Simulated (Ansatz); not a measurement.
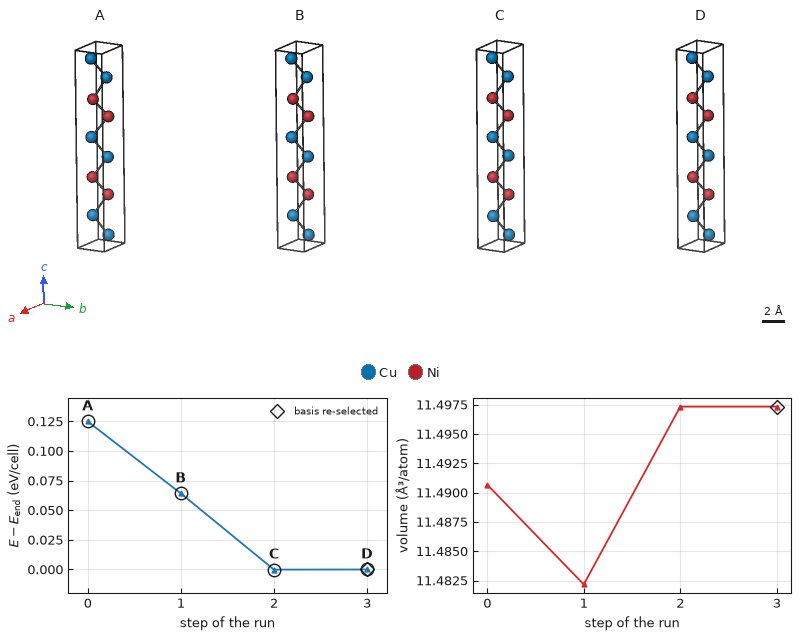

Frames of a relaxation of a crystal of Cu3Ni2 (a generated structure, set up in P1) (coarse preliminary run), marked on the history of the run. The picture is a ball-and-stick view of the cell of the calculation, seen from a free direction.

These are results of Ansatz, DFT PBE, scalar-relativistic, plane waves, PAW, not measurements. (plane-wave cutoff 420 eV; k-point mesh 12 × 12 × 1; occupations gaussian; smearing width 0.2 eV; no spin polarisation; cell and atoms relaxed; force threshold 0.025 eV/Å; at most 60 steps)

**What happens along the run?**

The energy falls by 0.125 eV per cell of the calculation in 2 accepted moves (3 points after the start). The largest force component goes from 0.53 to 0.0098 eV/Å. Pressure: 0.68 GPa at the start and −0.17 GPa at the end. At 1 point the geometry stayed and the basis and grid were re-selected for the new cell (energy shift of 0.1 meV per cell of the calculation at most each time). The atom that moves furthest relative to the cell is a Ni atom (0.14 Å in a general direction near [1 −3 0]). By element the largest moves are Ni 0.14 Å, Cu 0.12 Å. The drawn cell changes as follows: a 2.547 → 2.524 Å (−0.9 %), b 2.542 → 2.525 Å (−0.7 %), c 20.795 → 20.828 Å (+0.2 %), α 90.2° → 90.0°, β 89.1° → 90.0°, γ 121.4° → 120.0°; the volume changes by +0.1 %. Among the contacts that change: Cu–Ni 2.409 → 2.530 Å, Cu–Cu 2.691 → 2.571 Å, Cu–Cu 2.678 → 2.578 Å, Cu–Ni 2.635 → 2.537 Å. The space group stays P1 (No. 1). Cost: 3.5 min on 4 threads of Intel(R) Xeon(R) Processor @ 2.50GHz (Skylake/Cascade Lake), with other jobs on the host, peak memory 1.1 GiB. From step 0 to 1: a Ni atom moves most (0.04 Å), energy −60.8 meV per cell of the calculation. From step 1 to 2: Cu and Ni atoms move most (0.10 Å), volume +0.1 %, energy −64.3 meV per cell of the calculation. From step 2 to 3: energy +0.1 meV per cell of the calculation.

```tsv
step	E − E(0), meV/atom	largest force component, eV/Å	pressure, GPa	volume, Å³/atom	note
0	0.00	0.5334	0.68	11.491	
1	-6.08	0.3168	0.43	11.482	
2	-12.51	0.0098	-0.17	11.497	
3	-12.50	0.0098	-0.17	11.497	same geometry, new basis
```

Limits of the set-up: an element that often carries a moment was run without spin polarisation.
